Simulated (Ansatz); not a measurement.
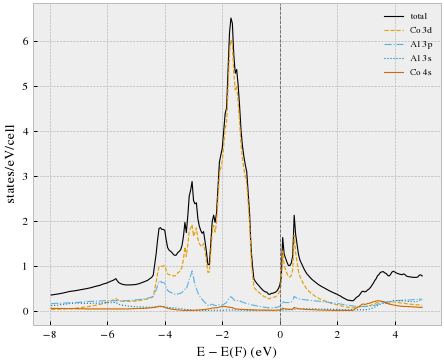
Total and projected density of states of AlCo (CsCl type, space group No. 221), the program Ansatz at the r²SCAN level (PAW)

**Question.** Which orbitals carry the states next to the Fermi level?

**Answer.** Within 0.5 eV of the Fermi level: Co 3d 77 %, Al 3p 16 %. Projections are on Löwdin-orthogonalised atomic valence shells; empty p or d shells of many metals are not among them.

**Question.** Where is the tallest occupied peak in this window, and what makes it?

**Answer.** Near -1.7 eV, about 6.5 states/eV per cell; the largest projected share is Co 3d.

Space group Pm-3m (CsCl type). Symmetry was held in the r²SCAN relaxation. Magnetic state: ferromagnetic, the only order run, not a proven ground state. The cell computed holds one magnetic atom, so no antiferromagnetic order was within reach. Other orbital occupations within this spin state were not tried.

Potentials: the later of the program's two PAW sets.
